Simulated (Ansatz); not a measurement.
**MoS (rocksalt): the equilibrium volume**

At what volume is MoS (rocksalt) free of pressure? This structure was made by substitution into a known type, so it needn't be the compound's stable form.

Computed with Ansatz 0.2.0 (DFT r²SCAN, scalar-relativistic, plane waves, PAW (the target; the first runs use scalar-relativistic PBE), unless a step's input says otherwise).

3 further runs of the same task are left out: 1 that didn't finish, 2 set aside as unsound or not needed. Runs told in other sessions of the task aren't counted.

## Step 1: The structure to begin with

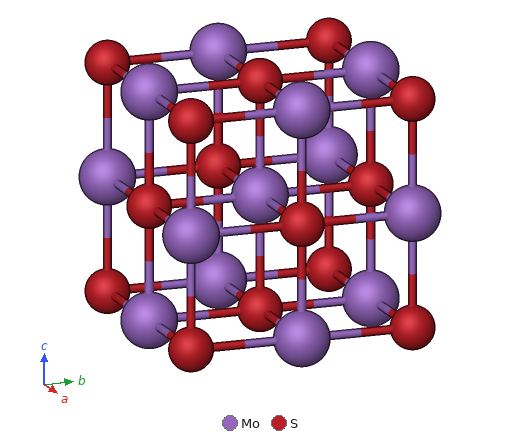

Start, viewed slightly off an axis; molybdenum purple, sulfur red. Atoms on the faces are drawn again on the opposite ones. The cell drawn here is the conventional one.

As a file:

```cif
data_structure
_symmetry_space_group_name_H-M 'P 1'
_symmetry_Int_Tables_number 1
_cell_length_a 3.5921
_cell_length_b 3.5921
_cell_length_c 3.5921
_cell_angle_alpha 60.000
_cell_angle_beta 60.000
_cell_angle_gamma 60.000
_cell_volume 32.77
loop_
_atom_site_label
_atom_site_type_symbol
_atom_site_fract_x
_atom_site_fract_y
_atom_site_fract_z
_atom_site_occupancy
Mo1 Mo 0.50000 0.50000 0.50000 1
S1 S 0.00000 0.00000 0.00000 1
```

The moments start at Mo 3.00 μB.

## Step 2: At the starting volume (PBE, 6×6×6 mesh)

Input file input.yaml:

```yaml
crystal:
  lattice:
    - [0.0, 2.54, 2.54]
    - [2.54, 0.0, 2.54]
    - [2.54, 2.54, 0.0]
  atoms:
    - { symbol: Mo, position: [0.5, 0.5, 0.5], spin: 3.0 }
    - { symbol: S, position: [0.0, 0.0, 0.0] }
basis:
  ecutwfc: 420
  ecutrho_ratio: 4
kpoints:
  mp_grid: { grid: [6, 6, 6] }
hamiltonian:
  xc: pbe
scf:
  occupations: { method: gaussian, width: 0.05 }
output:
  forces: true
  stress: true
  eigenvalues: true
  populations: true
magnetization:
  spin_polarized: true
```

The run is started by

```
> ansatz run input.yaml --threads 2 --pin off --max-ram 2662MiB --backend cpu --events-out ev --progress --plain --runs-dir out
```

The program printed, shortened:

```text
Warning: RAYON_NUM_THREADS=2 ignored (pool sized by the plan → 2); use --threads N
[...]
Pseudopotentials: kind: paw
Pseudopotential: Mo, paw, valence charge 14, recommended cutoff 420 eV (normal), Mo.paw.azcp
Pseudopotential: S, paw, valence charge 6, recommended cutoff 420 eV (normal), S.paw.azcp
Functional definition: PBE
[...]
Crystal: 2 atoms, lattice volume = 32.774 Å³
Basis set: ecut = 420 eV, 645 PW (Γ), exchange–correlation on 50×50×50 points (8 copies of the dense FFT grid, shifted against one another)
Bands: 16, of which v1, the nominal top of the filled ones, is band 10 counted from 1 (9 counted from 0)
Symmetry: 48 space group operations
Space group: Fm-3m (ITA 225), of the structure as read, at distance tolerance 3.2e-5 Å
Magnetic group: BNS 225.116 (UNI 1618), of the structure as read, at distance tolerance 3.2e-5 Å
k-points: 16 of 216
[...]
Starting moments: Σ|m| = 3 μB on 1 of 2 sites
[...]
SCF iter   1: F=—  HF=-5858.468918 eV  |F-HF|=—  |Δ(HF+E_count)|=         —  Δρ=7.69e-2 (↑7.69e-2 ↓3.38e-2)  dr2=2.29e0  dr2_m=7.44e-1  M=1.094 μB ∫|m|=1.122 μB  β_m=0.30  ethr=3.10e-3  ⟨swp⟩=5.4  Hψ=2762  notcnv=0
[...]
spin=Collinear: Kerker preconditioning applied to the charge; magnetization (m = ρ↑ − ρ↓) channel mixes plain (no charge-response kernel on spin).
[...]
Starting moments: Σ|m| = 3 μB on 1 of 2 sites; this step starts from the density that it was given
[...]
SCF iter   3: F=—  HF=-5857.479827 eV  |F-HF|=—  |Δ(HF+E_count)|=   9.98e-3  Δρ=2.18e-3 (↑2.18e-3 ↓1.48e-3)  dr2=5.50e-3  dr2_m=6.18e-5  M=2.113 μB ∫|m|=2.113 μB  ethr=5.00e-6  ⟨swp⟩=1.0  Hψ=1666  notcnv=0
an SCF towards Hund's moment on open shells that bore less, with the run's symmetry operations kept, reached no lower state that the run goes on to. This is no proof of a minimum
SCF converged after 9 iterations
Magnetization: 0.5648 μB (10.2824 up, 9.7176 down)
Absolute magnetization: 0.5825 μB (∫|ρ↑−ρ↓|, with the PAW one-centre terms)
Spin contamination: 0.0023 ħ² per cell (⟨S²⟩ above its minimum at these occupations)
Per-site moments (μB) at R_I (Å): [(0.4475624716632213, 1.0477500000000002), (-9.428362205943327e-5, 1.0477500000000002)]
Free energy (F): -5857.592952 eV
[...]
E sigma→0 (E₀):  -5857.591581 eV
Entropy (-TS):   -0.002742 eV (-1.371 meV/atom)
Fermi energy:    15.276344 eV
[...]
--- Forces (eV/Å), atoms counted from 1 ---
  atom   1  Mo     0.00000000    -0.00000000    -0.00000000
  atom   2  S     -0.00000000    -0.00000000    -0.00000000
[...]
--- Stress (GPa, compression-positive) ---
      -10.283891       0.000000      -0.000000
        0.000000     -10.283891       0.000000
       -0.000000      -0.000000     -10.283891
  P = ⅓ Tr σ = -10.2839 GPa (-102.839 kbar)
--- Band table (eV; the first three rows and the last of 32) ---
  k-point 0 ↑: bands = ["-46.3485", "-20.4276", "-20.4276", "-20.4276", "-0.5678", "12.3875", "12.3875", "12.3875", "13.0228", "13.0228", "13.0228", "13.3910", "13.3910", "18.0799", "24.0279", "26.8894"]
[...]
--- Löwdin populations: 2 sites ---
  site symbol       q [e]    m [muB]
     0     Mo     13.8085     0.5688
     1      S      6.0467    -0.0067
  spilling = 0.007240 (of n_electrons = 20.000000)
```

Wall time 1.9 s (2 threads of Arm Neoverse V2, shared host); peak memory 0.3 GiB.

Read off: volume 16.387 Å³/atom, pressure -10.28 GPa, a metal on this mesh, spin moments in the atoms' spheres Mo 0.45 μB.

## Step 3: Stepping to 15.264 Å³/atom (PBE, 6×6×6 mesh)

input.yaml: that of step 2 with these lines changed.

```diff
@@ -2,7 +2,7 @@
   lattice:
-    - [0.0, 2.54, 2.54]
-    - [2.54, 0.0, 2.54]
-    - [2.54, 2.54, 0.0]
+    - [0.0, 2.4805736425, 2.4805736425]
+    - [2.4805736425, 0.0, 2.4805736425]
+    - [2.4805736425, 2.4805736425, 0.0]
   atoms:
-    - { symbol: Mo, position: [0.5, 0.5, 0.5], spin: 3.0 }
+    - { symbol: Mo, position: [0.5, 0.5, 0.5], spin: 0.49 }
     - { symbol: S, position: [0.0, 0.0, 0.0] }
```

The run is started by

```
> ansatz run input.yaml --threads 2 --pin off --max-ram 2662MiB --backend cpu --events-out ev --progress --plain --runs-dir out
```

The program printed, shortened:

```text
Warning: RAYON_NUM_THREADS=2 ignored (pool sized by the plan → 2); use --threads N
[...]
[... 4 set-up lines as earlier in the session ...]
[...]
Crystal: 2 atoms, lattice volume = 30.527 Å³
Basis set: ecut = 420 eV, 609 PW (Γ), exchange–correlation on 48×48×48 points (8 copies of the dense FFT grid, shifted against one another)
Bands: 15, of which v1, the nominal top of the filled ones, is band 10 counted from 1 (9 counted from 0)
[... 1 set-up line as earlier in the session ...]
Space group: Fm-3m (ITA 225), of the structure as read, at distance tolerance 3.1e-5 Å
Magnetic group: BNS 225.116 (UNI 1618), of the structure as read, at distance tolerance 3.1e-5 Å
k-points: 16 of 216
[...]
Starting moments: Σ|m| = 0.49 μB on 1 of 2 sites
[...]
Per-site moments (μB) at R_I (Å): [(0.43392714593493326, 1.02323662753125), (0.005850435486838601, 1.02323662753125)]
Free energy (F): -5857.670363 eV
[...]
E sigma→0 (E₀):  -5857.669111 eV
Entropy (-TS):   -0.002503 eV (-1.251 meV/atom)
Fermi energy:    16.710752 eV
[...]
--- Forces (eV/Å), atoms counted from 1 ---
  atom   1  Mo     0.00000000    -0.00000000    -0.00000000
  atom   2  S     -0.00000000     0.00000000    -0.00000000
[...]
--- Stress (GPa, compression-positive) ---
       -0.028945       0.000000      -0.000000
        0.000000      -0.028945       0.000000
       -0.000000       0.000000      -0.028945
  P = ⅓ Tr σ = -0.0289 GPa (-0.289 kbar)
--- Band table (eV; the first three rows and the last of 32) ---
  k-point 0 ↑: bands = ["-44.9463", "-19.0338", "-19.0338", "-19.0338", "0.3595", "13.7143", "13.7143", "13.7143", "14.1487", "14.1487", "14.1487", "14.5665", "14.5665", "20.0920", "25.3421"]
[...]
--- Löwdin populations: 2 sites ---
  site symbol       q [e]    m [muB]
     0     Mo     13.8639     0.5604
     1      S      5.9751    -0.0006
  spilling = 0.008051 (of n_electrons = 20.000000)
```

It took 0.96 s on 2 threads of Arm Neoverse V2, shared host; peak memory 0.28 GiB.

In short: volume 15.264 Å³/atom, pressure -0.03 GPa, a metal on this mesh, spin moments in the atoms' spheres Mo 0.43 μB.

## Step 4: First run at r²SCAN

input.yaml: that of step 3 with these lines changed.

```diff
@@ -6,11 +6,11 @@
   atoms:
-    - { symbol: Mo, position: [0.5, 0.5, 0.5], spin: 0.49 }
+    - { symbol: Mo, position: [0.5, 0.5, 0.5], spin: 3.0 }
     - { symbol: S, position: [0.0, 0.0, 0.0] }
 basis:
-  ecutwfc: 420
+  ecutwfc: 500
   ecutrho_ratio: 4
 kpoints:
-  mp_grid: { grid: [6, 6, 6] }
+  mp_grid: { grid: [12, 12, 12] }
 hamiltonian:
-  xc: pbe
+  xc: r2scan
 scf:
```

The run is started by

```
> ansatz run input.yaml --threads 2 --pin off --max-ram 2662MiB --backend cpu --events-out ev --progress --plain --runs-dir out
```

The program printed, shortened:

```text
Warning: RAYON_NUM_THREADS=2 ignored (pool sized by the plan → 2); use --threads N
[...]
[... 1 set-up line as earlier in the session ...]
Pseudopotential: Mo, paw, valence charge 14, recommended cutoff 500 eV (meta_gga), Mo.paw.azcp
Pseudopotential: S, paw, valence charge 6, recommended cutoff 500 eV (meta_gga), S.paw.azcp
Functional definition: r2SCAN
[...]
Crystal: 2 atoms, lattice volume = 30.527 Å³
Basis set: ecut = 500 eV, 749 PW (Γ), exchange–correlation on 108×108×108 points (64 copies of the dense FFT grid, shifted against one another)
Bands: 16, of which v1, the nominal top of the filled ones, is band 10 counted from 1 (9 counted from 0)
[... 2 set-up lines as earlier in the session ...]
Magnetic group: BNS 225.116 (UNI 1618), of the structure as read, at distance tolerance 3.1e-5 Å
k-points: 72 of 1728
[...]
Starting moments: Σ|m| = 3 μB on 1 of 2 sites
[...]
Per-site moments (μB) at R_I (Å): [(1.7586591790607449, 1.02323662753125), (0.08904348037139422, 1.02323662753125)]
Free energy (F): -5873.212274 eV
[...]
E sigma→0 (E₀):  -5873.211675 eV
Entropy (-TS):   -0.001199 eV (-0.600 meV/atom)
Fermi energy:    16.661813 eV
[...]
--- Forces (eV/Å), atoms counted from 1 ---
  atom   1  Mo     0.00000000    -0.00000000    -0.00000000
  atom   2  S     -0.00000000     0.00000000     0.00000000
[...]
--- Stress (GPa, compression-positive) ---
       13.648468       0.000000       0.000000
        0.000000      13.648468      -0.000000
        0.000000       0.000000      13.648468
  P = ⅓ Tr σ = 13.6485 GPa (136.485 kbar)
--- Band table (eV; the first three rows and the last of 144) ---
  k-point 0 ↑: bands = ["-47.1050", "-20.6033", "-20.6033", "-20.6033", "-0.4554", "13.4150", "13.4150", "13.4150", "13.4301", "13.4301", "13.4301", "14.4889", "14.4889", "20.4857", "25.7931", "29.0204"]
[...]
--- Löwdin populations: 2 sites ---
  site symbol       q [e]    m [muB]
     0     Mo     13.7587     2.3122
     1      S      6.1136     0.0768
  spilling = 0.006384 (of n_electrons = 20.000000)
```

Run time: 8.4 s. Hardware: 2 threads of Arm Neoverse V2, shared host; peak memory 0.44 GiB.

Read off: volume 15.264 Å³/atom, pressure 13.65 GPa, metallic, spin moments in the atoms' spheres Mo 1.76; S 0.09 μB.

## Step 5: Volume 16.652 Å³/atom

Input file input.yaml:

```yaml
crystal:
  lattice:
    - [0.0, 2.5536361601, 2.5536361601]
    - [2.5536361601, 0.0, 2.5536361601]
    - [2.5536361601, 2.5536361601, 0.0]
  atoms:
    - { symbol: Mo, position: [0.5, 0.5, 0.5], spin: 1.93 }
    - { symbol: S, position: [0.0, 0.0, 0.0] }
basis:
  ecutwfc: 500
  ecutrho_ratio: 4
kpoints:
  mp_grid: { grid: [12, 12, 12] }
hamiltonian:
  xc: r2scan
scf:
  occupations: { method: gaussian, width: 0.05 }
output:
  forces: true
  stress: true
  eigenvalues: true
  populations: true
magnetization:
  spin_polarized: true
```

The run is started by

```
> ansatz run input.yaml --threads 2 --pin off --max-ram 2662MiB --backend cpu --events-out ev --progress --plain --runs-dir out
```

The program printed, shortened:

```text
Warning: RAYON_NUM_THREADS=2 ignored (pool sized by the plan → 2); use --threads N
[...]
[... 4 set-up lines as earlier in the session ...]
[...]
Crystal: 2 atoms, lattice volume = 33.305 Å³
Basis set: ecut = 500 eV, 869 PW (Γ), exchange–correlation on 108×108×108 points (64 copies of the dense FFT grid, shifted against one another)
Bands: 15, of which v1, the nominal top of the filled ones, is band 10 counted from 1 (9 counted from 0)
[... 2 set-up lines as earlier in the session ...]
Magnetic group: BNS 225.116 (UNI 1618), of the structure as read, at distance tolerance 3.2e-5 Å
k-points: 72 of 1728
[...]
Starting moments: Σ|m| = 1.93 μB on 1 of 2 sites
[...]
Per-site moments (μB) at R_I (Å): [(2.0043970052460796, 1.05337491604125), (0.08416272735940544, 1.05337491604125)]
Free energy (F): -5873.322804 eV
[...]
E sigma→0 (E₀):  -5873.321858 eV
Entropy (-TS):   -0.001893 eV (-0.946 meV/atom)
Fermi energy:    15.056303 eV
[...]
--- Forces (eV/Å), atoms counted from 1 ---
  atom   1  Mo     0.00000000    -0.00000000    -0.00000000
  atom   2  S     -0.00000000     0.00000000    -0.00000000
[...]
--- Stress (GPa, compression-positive) ---
        0.516128       0.000000      -0.000000
        0.000000       0.516128       0.000000
       -0.000000      -0.000000       0.516128
  P = ⅓ Tr σ = 0.5161 GPa (5.161 kbar)
--- Band table (eV; the first three rows and the last of 144) ---
  k-point 0 ↑: bands = ["-48.9080", "-22.4061", "-22.4061", "-22.4061", "-1.5414", "11.8359", "11.8359", "11.8359", "11.9814", "11.9814", "11.9814", "12.9592", "12.9592", "17.9656", "24.1398"]
[...]
--- Löwdin populations: 2 sites ---
  site symbol       q [e]    m [muB]
     0     Mo     13.6645     2.5882
     1      S      6.2200     0.0633
  spilling = 0.005777 (of n_electrons = 20.000000)
```

Wall time 10 s (2 threads of Arm Neoverse V2, shared host); peak memory 0.45 GiB.

In short: volume 16.652 Å³/atom, pressure 0.52 GPa, a metal on this mesh, spin moments in the atoms' spheres Mo 2.00; S 0.08 μB.

## Step 6: Stepping to 16.723 Å³/atom

Input file input.yaml:

```yaml
crystal:
  lattice:
    - [0.0, 2.557239483, 2.557239483]
    - [2.557239483, 0.0, 2.557239483]
    - [2.557239483, 2.557239483, 0.0]
  atoms:
    - { symbol: Mo, position: [0.5, 0.5, 0.5], spin: 2.2 }
    - { symbol: S, position: [0.0, 0.0, 0.0] }
basis:
  ecutwfc: 500
  ecutrho_ratio: 4
kpoints:
  mp_grid: { grid: [12, 12, 12] }
hamiltonian:
  xc: r2scan
scf:
  occupations: { method: gaussian, width: 0.05 }
output:
  forces: true
  stress: true
  eigenvalues: true
  populations: true
magnetization:
  spin_polarized: true
```

The run is started by

```
> ansatz run input.yaml --threads 2 --pin off --max-ram 2662MiB --backend cpu --events-out ev --progress --plain --runs-dir out
```

The program printed, shortened:

```text
Warning: RAYON_NUM_THREADS=2 ignored (pool sized by the plan → 2); use --threads N
[...]
[... 4 set-up lines as earlier in the session ...]
[...]
Crystal: 2 atoms, lattice volume = 33.446 Å³
Basis set: ecut = 500 eV, 869 PW (Γ), exchange–correlation on 108×108×108 points (64 copies of the dense FFT grid, shifted against one another)
Bands: 16, of which v1, the nominal top of the filled ones, is band 10 counted from 1 (9 counted from 0)
[... 2 set-up lines as earlier in the session ...]
Magnetic group: BNS 225.116 (UNI 1618), of the structure as read, at distance tolerance 3.2e-5 Å
k-points: 72 of 1728
[...]
Starting moments: Σ|m| = 2.2 μB on 1 of 2 sites
[...]
Per-site moments (μB) at R_I (Å): [(2.0201056530329558, 1.0548612867375), (0.08417918097327767, 1.0548612867375)]
Free energy (F): -5873.323066 eV
[...]
E sigma→0 (E₀):  -5873.322073 eV
Entropy (-TS):   -0.001987 eV (-0.993 meV/atom)
Fermi energy:    14.977002 eV
[...]
--- Forces (eV/Å), atoms counted from 1 ---
  atom   1  Mo     0.00000000     0.00000000    -0.00000000
  atom   2  S     -0.00000000    -0.00000000     0.00000000
[...]
--- Stress (GPa, compression-positive) ---
        0.064614       0.000000      -0.000000
        0.000000       0.064614       0.000000
        0.000000       0.000000       0.064614
  P = ⅓ Tr σ = 0.0646 GPa (0.646 kbar)
--- Band table (eV; the first three rows and the last of 144) ---
  k-point 0 ↑: bands = ["-48.9923", "-22.4907", "-22.4907", "-22.4907", "-1.5914", "11.7632", "11.7632", "11.7632", "11.9122", "11.9122", "11.9122", "12.8858", "12.8858", "17.8477", "24.0600", "26.6120"]
[...]
--- Löwdin populations: 2 sites ---
  site symbol       q [e]    m [muB]
     0     Mo     13.6596     2.6072
     1      S      6.2254     0.0629
  spilling = 0.005752 (of n_electrons = 20.000000)
```

It took 10 s on 2 threads of Arm Neoverse V2, shared host; peak memory 0.45 GiB.

Result: volume 16.723 Å³/atom, pressure 0.06 GPa, metallic, spin moments in the atoms' spheres Mo 2.02; S 0.08 μB.

## Step 7: The volume search in one table

| step | level | mesh | relaxed | volume (Å³/atom) | pressure (GPa) |
| --- | --- | --- | --- | --- | --- |
| 2 | PBE | 6×6×6 | nothing | 16.387 | -10.28 |
| 3 | PBE | 6×6×6 | nothing | 15.264 | -0.03 |
| 4 | r²SCAN | 12×12×12 | nothing | 15.264 | 13.65 |
| 5 | r²SCAN | 12×12×12 | nothing | 16.652 | 0.52 |
| 6 | r²SCAN | 12×12×12 | nothing | 16.723 | 0.06 |

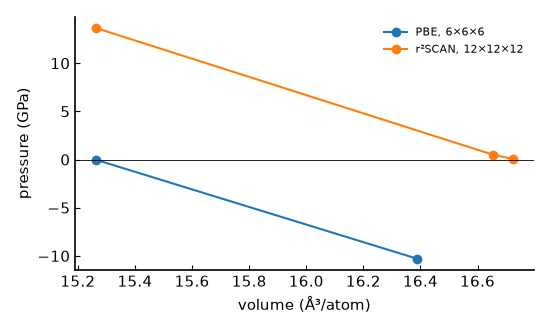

Pressure against volume, run by run.

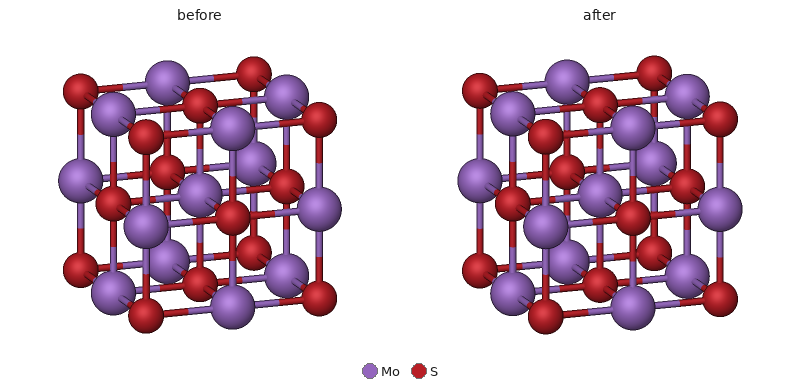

Before and after, drawn at the same scale. Drawn in the start's conventional cell.

How the cell compares, before and after:

| cell as typed | before | after | change |
| --- | --- | --- | --- |
| a (Å) | 3.592 | 3.616 | +0.7 % |
| b (Å) | 3.592 | 3.616 | +0.7 % |
| c (Å) | 3.592 | 3.616 | +0.7 % |
| volume (Å³/atom) | 16.387 | 16.723 | +2.1 % |
| shortest distance (Å) | 2.540 | 2.557 | +0.7 % |
| space group | Fm-3m | Fm-3m | same |

## Step 8: Outcome

```
               quantity                                                                      value
                 volume                                                             16.723 Å³/atom
               pressure                                                                   0.06 GPa
      conventional cell  a = 5.114 Å, b = 5.114 Å, c = 5.114 Å, α = 90.00°, β = 90.00°, γ = 90.00°
        gap on the mesh                                                               none (metal)
spin moments in spheres                                                         Mo 2.02; S 0.08 μB
```

What this shows: From the first run shown, the volume went from 16.39 to 16.72 Å³/atom (+2.1 %) in 5 runs, where the pressure is zero within 0.06 GPa. r²SCAN puts the volume about 10 % above the PBE estimate, which also had a coarser mesh. The largest moment went from 0.45 to 2.02 μB on the way, so the electronic state changed with volume or level. Another start or magnetic order reached a lower energy, so these numbers don't belong to the lowest state found.
